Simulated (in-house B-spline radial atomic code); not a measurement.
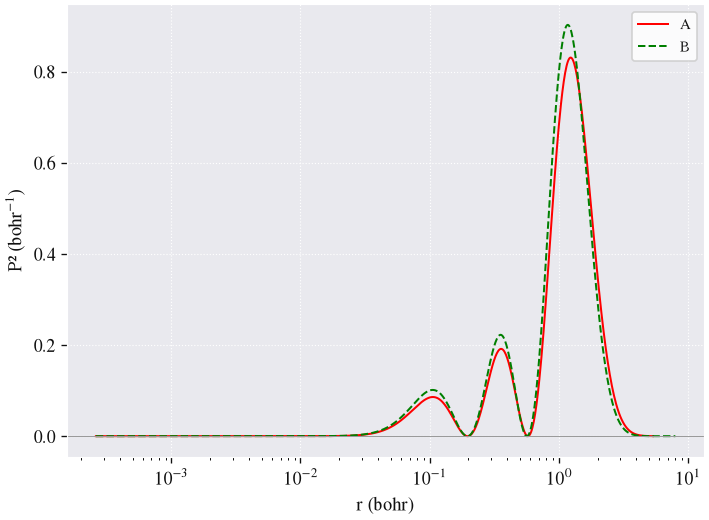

Ir³⁺ (Z = 77, 74 electrons) was computed in two configurations: [Ar] 3d10 4s2 4p5 4d10 4f13 5s2 5p6 5d7 6s1 (4p1/2: 1, 4p3/2: 4, 4f5/2: 5, 4f7/2: 8, 5d3/2: 2.8, 5d5/2: 4.2); [Kr] 4d10 4f14 5s2 5p5 5d7 (5p1/2: 1, 5p3/2: 4, 5d3/2: 2.8, 5d5/2: 4.2). Method: Dirac-Coulomb PBE, spherical fractional occupations, Fermi nucleus, basis-set limit; computed with an in-house B-spline radial code.

The plot shows P² of the 5d3/2 orbital in both runs (large components where relativistic).

Which curve belongs to which run?

A is [Kr] 4d10 4f14 5s2 5p5 5d7 (5p1/2: 1, 5p3/2: 4, 5d3/2: 2.8, 5d5/2: 4.2) (⟨r⟩ = 1.49 bohr, eigenvalue −39.1 eV); B is [Ar] 3d10 4s2 4p5 4d10 4f13 5s2 5p6 5d7 6s1 (4p1/2: 1, 4p3/2: 4, 4f5/2: 5, 4f7/2: 8, 5d3/2: 2.8, 5d5/2: 4.2) (⟨r⟩ = 1.40 bohr, eigenvalue −44.5 eV). The orbital is smaller where the other electrons screen the nucleus less.
